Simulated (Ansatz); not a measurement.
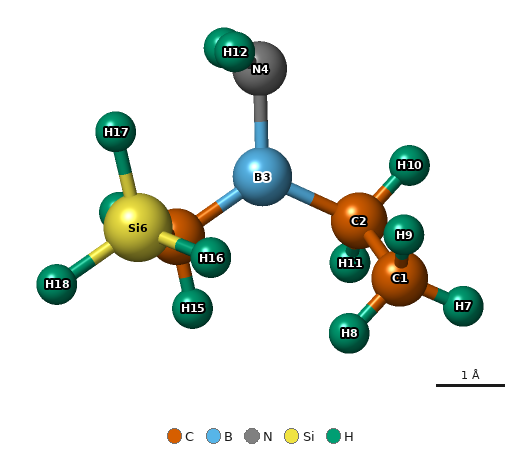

**Figure 1.** The input geometry (ball-and-stick view, seen at a tilt; atoms are numbered from 1 in the order of the input).

# Geometry relaxation of C₃H₁₂BNSi (part 1 of 2)

- system: C₃H₁₂BNSi, SMILES CCB(N)C[SiH3]
- method: RKS B3LYP/6-31G* (Ansatz 0.2.0)

It belongs to a series of runs on one base structure; here: end point B relaxed. Figures and captions count atoms from 1; the log counts them from 0 in places.

**Input file**
```yaml
crystal:
  periodic: [false, false, false]
  atoms:
    - { symbol: C, position_ang: [0.7296, -2.0332, -0.2095] }
    - { symbol: C, position_ang: [1.1946, -0.7228, -0.8936] }
    - { symbol: B, position_ang: [0.4409, 0.5855, -0.3284] }
    - { symbol: "N", position_ang: [1.3539, 1.641, 0.4405] }
    - { symbol: C, position_ang: [-1.0805, 0.8105, -0.5769] }
    - { symbol: Si, position_ang: [-1.9997, 0.774, 1.0665] }
    - { symbol: H, position_ang: [1.2512, -2.8656, -0.6224] }
    - { symbol: H, position_ang: [-0.3648, -2.1072, -0.4274] }
    - { symbol: H, position_ang: [0.8544, -1.9269, 0.9184] }
    - { symbol: H, position_ang: [2.2942, -0.6369, -0.6934] }
    - { symbol: H, position_ang: [1.0124, -0.7773, -1.9665] }
    - { symbol: H, position_ang: [0.93042, 1.78219, 1.38008] }
    - { symbol: H, position_ang: [1.41284, 2.42693, -0.12635] }
    - { symbol: H, position_ang: [-1.2622, 1.8193, -1.0183] }
    - { symbol: H, position_ang: [-1.489, 0.0148, -1.2236] }
    - { symbol: H, position_ang: [-1.7889, -0.5217, 1.7142] }
    - { symbol: H, position_ang: [-1.4813, 1.8413, 1.9579] }
    - { symbol: H, position_ang: [-3.4453, 0.9864, 0.8413] }
basis:
  gaussian: { orbitals: "6-31G*" }
hamiltonian:
  xc: b3lyp
relax:
  f_tol: 0.015
  max_steps: 40
output:
  orbitals: {}
```

Hardware: 2 threads of Arm Neoverse V2, 24 GiB of memory available, shared host.

Launched with:
```bash
ansatz run input.yaml --threads 2 --pin off --max-ram 3072MiB --backend cpu --events-out ev --progress --plain --runs-dir out
```

**Output**
```
The last accepted step is kept in [file] (removed where the run ends without a failure and the disk answers)
Engine: ansatz 0.2.0, aarch64-unknown-linux-gnu
Functional definition: B3LYP
  parameter a0 = 0.2
  parameter ax = 0.72
  parameter ac = 0.81
  exchange = (1 - a0 - ax)*slater_x + ax*b88_x + a0*exact_x
  correlation = (1 - ac)*vwn_rpa_c + ac*lyp_c
1405 factors; integrals over basis functions are off by at most 7.2e-4 eV
mean field evaluation 1: about -13338.5292 eV, gradient 7.5e1 eV
mean field evaluation 2: about -13329.7831 eV, gradient 9.4e1 eV
mean field evaluation 4: about -13350.9589 eV, gradient 4.9e0 eV
mean field evaluation 8: about -13351.0283 eV, gradient 1.6e-1 eV
mean field evaluation 16: about -13351.0284 eV, gradient 6.8e-5 eV
mean field -13351.02840746 eV, -490.6412443222 hartree, gradient 6.8e-5 eV, S^2 0.000000; 0 other end points of the search recorded, 0 dependent functions left out
the calculation of the forces begins
reference -13351.02867328 eV, -490.6412540906 hartree; 28, 28 occupied and 90, 90 virtual orbitals, 1405 factors
relax step   1: F+E_penalty+E_count = -13351.02840746 eV  Δ(F+E_penalty+E_count) = +0.000e0 eV  max|allowed force component| = 4.437e0 eV/Å  Δτ_max = 0.0000 Å  (27 SCF iters, accepted)
these checks for a lower state are left out or cut short: starts, cluster_reference, orbital_swaps, neighbouring_geometries, increment
1405 factors; integrals over basis functions are off by at most 7.4e-4 eV
mean field -13351.48899706 eV, -490.6581706776 hartree, gradient 1.7e-5 eV, S^2 0.000000; 0 other end points of the search recorded, 0 dependent functions left out
[... from here on the field's lines of each further geometry are left out, up to the last ...]
relax step   2: F+E_penalty+E_count = -13351.48899706 eV  Δ(F+E_penalty+E_count) = -4.606e-1 eV  max|allowed force component| = 1.485e0 eV/Å  Δτ_max = 0.1918 Å  (28 SCF iters, accepted)
relax step   3: F+E_penalty+E_count = -13351.68330355 eV  Δ(F+E_penalty+E_count) = -1.943e-1 eV  max|allowed force component| = 1.294e0 eV/Å  Δτ_max = 0.1967 Å  (28 SCF iters, accepted)
relax step   4: F+E_penalty+E_count = -13351.87503550 eV  Δ(F+E_penalty+E_count) = -1.917e-1 eV  max|allowed force component| = 1.723e0 eV/Å  Δτ_max = 0.1926 Å  (27 SCF iters, accepted)
relax step   5: F+E_penalty+E_count = -13352.14280928 eV  Δ(F+E_penalty+E_count) = -2.678e-1 eV  max|allowed force component| = 1.670e0 eV/Å  Δτ_max = 0.2000 Å  (28 SCF iters, accepted)
relax step   6: F+E_penalty+E_count = -13352.38063559 eV  Δ(F+E_penalty+E_count) = -2.378e-1 eV  max|allowed force component| = 1.136e0 eV/Å  Δτ_max = 0.2000 Å  (27 SCF iters, accepted)
relax step   7: F+E_penalty+E_count = -13352.55167809 eV  Δ(F+E_penalty+E_count) = -1.710e-1 eV  max|allowed force component| = 5.594e-1 eV/Å  Δτ_max = 0.2000 Å  (28 SCF iters, accepted)
relax step   8: F+E_penalty+E_count = -13352.60187778 eV  Δ(F+E_penalty+E_count) = -5.020e-2 eV  max|allowed force component| = 3.706e-1 eV/Å  Δτ_max = 0.2000 Å  (26 SCF iters, accepted)
relax step   9: F+E_penalty+E_count = -13352.66169569 eV  Δ(F+E_penalty+E_count) = -5.982e-2 eV  max|allowed force component| = 2.734e-1 eV/Å  Δτ_max = 0.0985 Å  (28 SCF iters, accepted)
relax step  10: F+E_penalty+E_count = -13352.67147251 eV  Δ(F+E_penalty+E_count) = -9.777e-3 eV  max|allowed force component| = 1.491e-1 eV/Å  Δτ_max = 0.0560 Å  (26 SCF iters, accepted)
relax step  11: F+E_penalty+E_count = -13352.67595368 eV  Δ(F+E_penalty+E_count) = -4.481e-3 eV  max|allowed force component| = 5.665e-2 eV/Å  Δτ_max = 0.0562 Å  (25 SCF iters, accepted)
relax step  12: F+E_penalty+E_count = -13352.67866515 eV  Δ(F+E_penalty+E_count) = -2.711e-3 eV  max|allowed force component| = 6.784e-2 eV/Å  Δτ_max = 0.0786 Å  (24 SCF iters, accepted)
relax step  13: F+E_penalty+E_count = -13352.68025995 eV  Δ(F+E_penalty+E_count) = -1.595e-3 eV  max|allowed force component| = 3.500e-2 eV/Å  Δτ_max = 0.0689 Å  (24 SCF iters, accepted)
relax step  14: F+E_penalty+E_count = -13352.68169529 eV  Δ(F+E_penalty+E_count) = -1.435e-3 eV  max|allowed force component| = 4.451e-2 eV/Å  Δτ_max = 0.0784 Å  (24 SCF iters, accepted)
relax step  15: F+E_penalty+E_count = -13352.68276591 eV  Δ(F+E_penalty+E_count) = -1.071e-3 eV  max|allowed force component| = 4.966e-2 eV/Å  Δτ_max = 0.0553 Å  (24 SCF iters, accepted)
relax step  16: F+E_penalty+E_count = -13352.68359085 eV  Δ(F+E_penalty+E_count) = -8.249e-4 eV  max|allowed force component| = 3.667e-2 eV/Å  Δτ_max = 0.0618 Å  (25 SCF iters, accepted)
relax step  17: F+E_penalty+E_count = -13352.68407123 eV  Δ(F+E_penalty+E_count) = -4.804e-4 eV  max|allowed force component| = 3.110e-2 eV/Å  Δτ_max = 0.0288 Å  (25 SCF iters, accepted)
relax step  18: F+E_penalty+E_count = -13352.68427880 eV  Δ(F+E_penalty+E_count) = -2.076e-4 eV  max|allowed force component| = 3.085e-2 eV/Å  Δτ_max = 0.0276 Å  (24 SCF iters, accepted)
relax step  19: F+E_penalty+E_count = -13352.68447228 eV  Δ(F+E_penalty+E_count) = -1.935e-4 eV  max|allowed force component| = 2.197e-2 eV/Å  Δτ_max = 0.0150 Å  (22 SCF iters, accepted)
the calculation of the forces begins
reference -13352.68480555 eV, -490.7021158292 hartree; 28, 28 occupied and 90, 90 virtual orbitals, 1405 factors
relax step  20: F+E_penalty+E_count = -13352.68453600 eV  Δ(F+E_penalty+E_count) = -6.372e-5 eV  max|allowed force component| = 9.327e-3 eV/Å  Δτ_max = 0.0066 Å  (22 SCF iters, accepted)
```

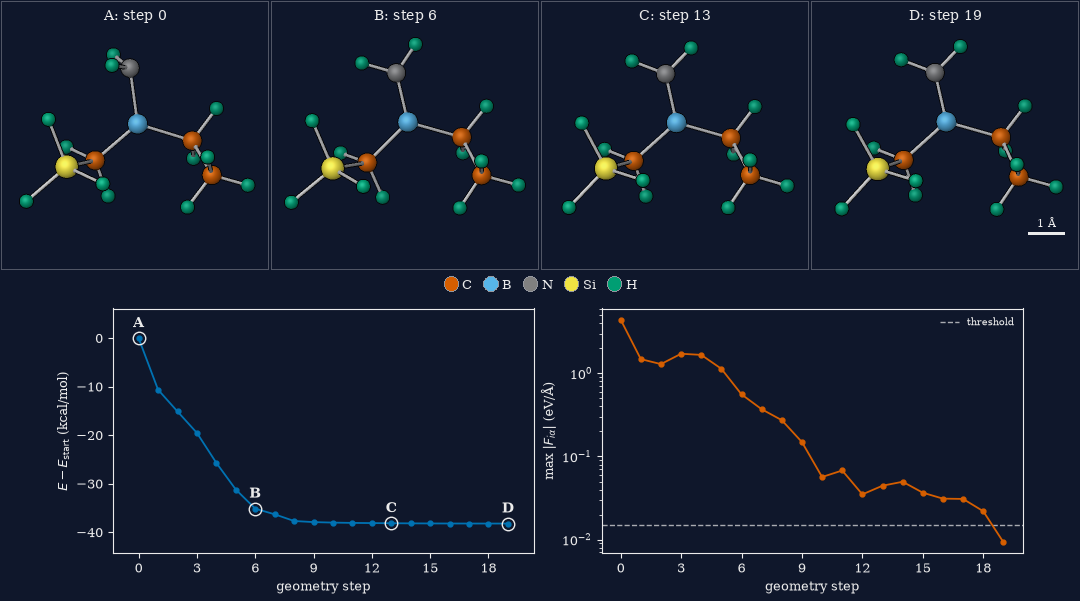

**Figure 2.** Frames of the relaxation (ball-and-stick view, seen at a tilt) above the curves, on which the letters mark them (the first geometry is step 0 here and step 1 in the log).

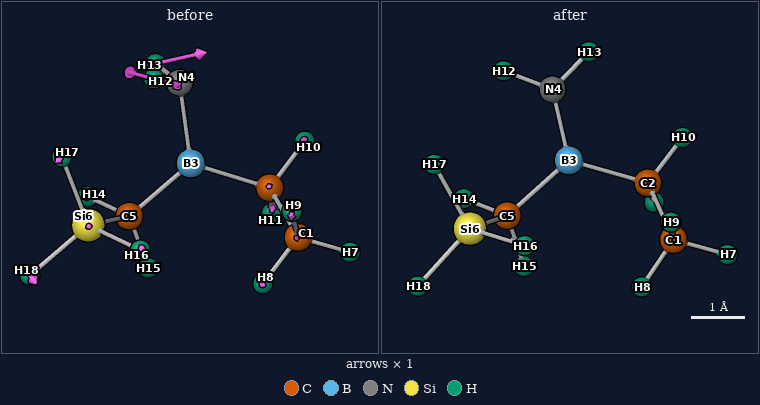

**Figure 3.** Before (left) and after (right) the relaxation, at one scale (ball-and-stick view, seen at a tilt). The pink arrows give the displacements, at true length. The energy falls by 38.2 kcal/mol in 19 geometry steps. The largest force component goes from 4.4 to 0.0093 eV/Å. H13 moves most after the best rigid fit: 1.21 Å. Largest moves by element: H 1.21 Å, N 0.27 Å, Si 0.12 Å, C 0.12 Å, B 0.08 Å. Distances before and after: B3–N4 1.593 → 1.407 Å, C1–H9 1.140 → 1.097 Å, N4–H13 0.971 → 1.011 Å, B3–C5 1.558 → 1.590 Å. Among the angles that change: B3–N4–H12 107.0° → 123.9°, B3–N4–H13 106.8° → 122.9°, H7–C1–H9 113.7° → 107.4°. (Atoms are counted from 1 in the order of the input.)

```
1405 factors; integrals over basis functions are off by at most 7.8e-4 eV
mean field -13352.68453600 eV, -490.7021059232 hartree, gradient 1.1e-5 eV, S^2 0.000000; 1 other end points of the search recorded, 0 dependent functions left out
the calculation of the forces begins
reference -13352.68480555 eV, -490.7021158292 hartree; 28, 28 occupied and 90, 90 virtual orbitals, 1405 factors
Total energy: -13352.68480555 eV, -490.7021158292 hartree
Atom 0 at     0.659188    -1.975947    -0.275591 Å, force    -0.001864     0.001936     0.000678 eV/Å
Atom 1 at     1.226530    -0.647538    -0.813211 Å, force     0.002553     0.000021    -0.006936 eV/Å
Atom 2 at     0.454487     0.663491    -0.343340 Å, force     0.009327     0.002495     0.003166 eV/Å
Atom 3 at     1.189076     1.723570     0.218032 Å, force    -0.001263    -0.002089    -0.001345 eV/Å
Atom 4 at    -1.120463     0.818620    -0.497949 Å, force    -0.004101    -0.000771    -0.000946 eV/Å
Atom 5 at    -2.032182     0.669483     1.150677 Å, force    -0.005697     0.002360     0.006162 eV/Å
Atom 6 at     1.203981    -2.839977    -0.674861 Å, force     0.001126    -0.001811    -0.000141 eV/Å
Atom 7 at    -0.395922    -2.102432    -0.545923 Å, force     0.000353    -0.000159    -0.000486 eV/Å
Atom 8 at     0.721321    -2.025766     0.818081 Å, force    -0.000248    -0.000385    -0.001719 eV/Å
Atom 9 at     2.296703    -0.584762    -0.564325 Å, force    -0.001895     0.000154    -0.000187 eV/Å
Atom 10 at     1.183603    -0.675099    -1.914960 Å, force     0.000219    -0.000422     0.006453 eV/Å
Atom 11 at     0.778180     2.596367     0.522799 Å, force    -0.001946     0.001059    -0.001539 eV/Å
Atom 12 at     2.189216     1.682848     0.361206 Å, force    -0.000295    -0.001567     0.000963 eV/Å
Atom 13 at    -1.378329     1.806997    -0.905529 Å, force     0.001425     0.002171     0.000010 eV/Å
Atom 14 at    -1.535966     0.072583    -1.186891 Å, force    -0.000643    -0.001936    -0.000361 eV/Å
Atom 15 at    -1.668343    -0.578592     1.876678 Å, force     0.004381    -0.003841    -0.000771 eV/Å
Atom 16 at    -1.695516     1.818991     2.039090 Å, force     0.003307     0.003417    -0.000508 eV/Å
Atom 17 at    -3.512803     0.667482     0.968549 Å, force    -0.004738    -0.000632    -0.002494 eV/Å
Dipole moment:     0.268913     0.252018    -0.075133 e Å
```

**Trajectory as extended XYZ (Å, eV, eV/Å), 20 frames, from step=1 to step=20**
```
18
Properties=species:S:1:pos:R:3:forces:R:3 step=1 energy=-13351.02841
C     0.7296   -2.0332   -0.2095   -1.5380   1.8182   0.8740
C     1.1946   -0.7228   -0.8936    0.7806   0.6200   1.1354
B     0.4409    0.5855   -0.3284    2.2142   0.7984   0.4493
N     1.3539    1.6410    0.4405   -1.6574  -4.4366   0.8305
C    -1.0805    0.8105   -0.5769   -0.0239   0.1667  -0.1600
Si   -1.9997    0.7740    1.0665   -0.0983   0.3248  -0.2325
H     1.2512   -2.8656   -0.6224    0.4053  -0.9598  -0.0311
H    -0.3648   -2.1072   -0.4274    0.6045  -0.5223   0.3553
H     0.8544   -1.9269    0.9184   -0.0252  -0.5455  -1.3008
H     2.2942   -0.6369   -0.6934   -0.7103   0.1889  -0.4470
H     1.0124   -0.7773   -1.9665    0.0815  -0.1831  -0.3709
H     0.9304    1.7822    1.3801    0.3198   0.8135  -1.0200
H     1.4128    2.4269   -0.1263   -0.0366   2.4318  -0.7108
H    -1.2622    1.8193   -1.0183    0.0201  -0.5321   0.1630
H    -1.4890    0.0148   -1.2236   -0.0926   0.3473  -0.0036
H    -1.7889   -0.5217    1.7142   -0.0019  -0.3866   0.2801
H    -1.4813    1.8413    1.9579   -0.0352   0.0488   0.1018
H    -3.4453    0.9864    0.8413   -0.2068   0.0076   0.0872
18
Properties=species:S:1:pos:R:3:forces:R:3 step=2 energy=-13351.48900
C     0.7050   -2.0173   -0.2180   -0.3902   0.5371   0.4919
C     1.2210   -0.7139   -0.8920    0.0498   0.3755  -0.0272
B     0.4992    0.6057   -0.3642    0.9051   0.3713   1.0167
N     1.3354    1.6118    0.4463   -1.1521  -1.4852   0.0104
C    -1.0430    0.8200   -0.5559   -0.2608  -0.0321  -0.1090
Si   -2.0088    0.7603    1.0714    0.0075   0.0139  -0.0255
H     1.2351   -2.8852   -0.5975    0.1600  -0.2765  -0.0712
H    -0.3780   -2.1818   -0.3839    0.3655   0.1065  -0.0516
H     0.8467   -1.9749    0.8805    0.0350  -0.0969  -0.3761
H     2.3090   -0.6072   -0.7385   -0.2427  -0.1697  -0.0400
H     1.0451   -0.8004   -1.9722    0.0413  -0.0864  -0.1548
H     0.8013    1.8962    1.2955    0.3693   0.3634  -1.0318
H     1.5190    2.4164   -0.1433    0.1548   0.4276   0.2026
H    -1.2332    1.8294   -0.9611    0.0157  -0.1142   0.0300
H    -1.4824    0.0813   -1.2453   -0.0127   0.1329   0.0609
H    -1.8217   -0.5435    1.7489   -0.0081  -0.1126   0.0739
H    -1.5209    1.8231    1.9915    0.0049   0.0326   0.0430
H    -3.4663    0.9703    0.8705   -0.0424   0.0127  -0.0420
18
Properties=species:S:1:pos:R:3:forces:R:3 step=3 energy=-13351.68330
C     0.7050   -1.9944   -0.2235    0.0856  -0.1305   0.0193
C     1.2301   -0.6976   -0.8982   -0.1631   0.0885  -0.3069
B     0.5113    0.5934   -0.3258    0.2770   0.2024   0.2001
N     1.3112    1.5658    0.4647   -1.0598   0.8988   0.2830
C    -1.0380    0.8140   -0.5323   -0.3118  -0.1874   0.1704
Si   -2.0236    0.7473    1.0855   -0.0131  -0.0882   0.0061
H     1.2348   -2.8806   -0.5974   -0.0007   0.0701  -0.0535
H    -0.3674   -2.1729   -0.3864    0.0893   0.1741  -0.1076
H     0.8546   -1.9832    0.8595    0.0584   0.0883   0.1235
H     2.3116   -0.6090   -0.7567    0.0795  -0.1312   0.0496
H     1.0542   -0.7924   -1.9832   -0.0032   0.0078   0.0503
H     0.6971    2.0299    1.1959    0.8354  -0.2547  -1.2936
H     1.6594    2.3324   -0.1584    0.0394  -0.8395   0.7784
H    -1.2194    1.8235   -0.9282    0.0564   0.0454   0.0005
H    -1.4871    0.1014   -1.2406    0.0552   0.0214   0.0871
H    -1.8464   -0.5628    1.7726   -0.0280   0.0274  -0.0054
H    -1.5426    1.8117    2.0127   -0.0048   0.0006   0.0192
H    -3.4819    0.9637    0.8723    0.0086   0.0068  -0.0205
18
Properties=species:S:1:pos:R:3:forces:R:3 step=4 energy=-13351.87503
C     0.7148   -1.9816   -0.2277    0.0404  -0.0654  -0.0039
C     1.2304   -0.6866   -0.9111    0.0168   0.0998  -0.2450
B     0.5070    0.5996   -0.3290    0.0681  -0.0684   0.3741
N     1.2709    1.5435    0.4946   -0.7971   1.7227  -0.3269
C    -1.0514    0.8021   -0.5139   -0.1731  -0.0813   0.1449
Si   -2.0376    0.7365    1.1003    0.0448  -0.0565  -0.0126
H     1.2399   -2.8689   -0.6069   -0.0023   0.0844  -0.0289
H    -0.3564   -2.1478   -0.3968    0.0165   0.0857  -0.0444
H     0.8678   -1.9658    0.8567    0.0357   0.0801   0.0413
H     2.3141   -0.6142   -0.7664    0.0687  -0.0403  -0.0176
H     1.0523   -0.7864   -1.9935    0.0140   0.0046   0.0147
H     0.6260    2.1399    1.0897    0.9540  -0.5802  -1.0467
H     1.8107    2.2218   -0.1140   -0.2186  -1.1816   1.0948
H    -1.2245    1.8134   -0.9117   -0.0005   0.0116  -0.0161
H    -1.4931    0.0926   -1.2258    0.0087  -0.0165   0.0404
H    -1.8617   -0.5723    1.7869   -0.0419   0.0095   0.0118
H    -1.5536    1.8038    2.0242   -0.0225  -0.0088   0.0194
H    -3.4927    0.9608    0.8769   -0.0118   0.0005   0.0008
18
Properties=species:S:1:pos:R:3:forces:R:3 step=5 energy=-13352.14281
C     0.7207   -1.9627   -0.2457    0.0516  -0.0362  -0.0277
C     1.2433   -0.6668   -0.9225   -0.0358   0.0299  -0.1589
B     0.4976    0.6010   -0.3285    0.0677  -0.1941   0.2134
N     1.2218    1.5463    0.4804   -0.4055   1.6702  -0.2078
C    -1.0671    0.7639   -0.4951   -0.1883  -0.0403   0.1474
Si   -2.0479    0.7334    1.1187   -0.0136  -0.0076  -0.0474
H     1.2445   -2.8510   -0.6217    0.0114   0.0504  -0.0251
H    -0.3494   -2.1220   -0.4252    0.0091   0.0626  -0.0341
H     0.8636   -1.9445    0.8407    0.0364   0.0605   0.0188
H     2.3277   -0.6032   -0.7728    0.0475   0.0090  -0.0357
H     1.0655   -0.7549   -2.0044    0.0373  -0.0217  -0.0295
H     0.6096    2.2159    0.9977    0.6282  -0.4990  -0.6625
H     1.9438    2.1159   -0.0088   -0.1850  -1.0050   0.7728
H    -1.2638    1.7594   -0.9233    0.0107  -0.0261  -0.0284
H    -1.4928    0.0248   -1.1834   -0.0328  -0.0291   0.0007
H    -1.9148   -0.5696    1.8240   -0.0111   0.0064   0.0253
H    -1.5426    1.8107    2.0184   -0.0248  -0.0185   0.0550
H    -3.4970    0.9937    0.8842   -0.0029  -0.0116   0.0237
18
Properties=species:S:1:pos:R:3:forces:R:3 step=6 energy=-13352.38064
C     0.7459   -1.9586   -0.2745    0.0112  -0.0947  -0.0971
C     1.2667   -0.6559   -0.9323   -0.1430  -0.0610   0.0737
B     0.4834    0.5780   -0.3181    0.1396   0.1649   0.2080
N     1.1695    1.5617    0.4551    0.0515   1.1359  -0.4519
C    -1.0891    0.7225   -0.4585   -0.1283   0.0161  -0.0355
Si   -2.0765    0.7569    1.1393    0.0019  -0.1248   0.0796
H     1.2662   -2.8426   -0.6622    0.0172   0.0000  -0.0143
H    -0.3243   -2.1032   -0.4648    0.0070  -0.0016   0.0018
H     0.8831   -1.9534    0.8130    0.0323   0.0520   0.0068
H     2.3481   -0.5908   -0.7633    0.0616   0.0848  -0.0693
H     1.1027   -0.7296   -2.0167    0.0412   0.0026  -0.0300
H     0.5937    2.3024    0.8808    0.3925  -0.3493  -0.3270
H     2.0452    1.9786    0.0954   -0.3966  -0.7654   0.6432
H    -1.2882    1.7100   -0.9027    0.0258  -0.0325  -0.1398
H    -1.5184   -0.0277   -1.1322   -0.0488  -0.0191  -0.0001
H    -1.9716   -0.5388    1.8617   -0.0315   0.0085   0.0829
H    -1.5539    1.8414    2.0196   -0.0343  -0.0109   0.0564
H    -3.5198    1.0394    0.8929    0.0008  -0.0055   0.0125
```
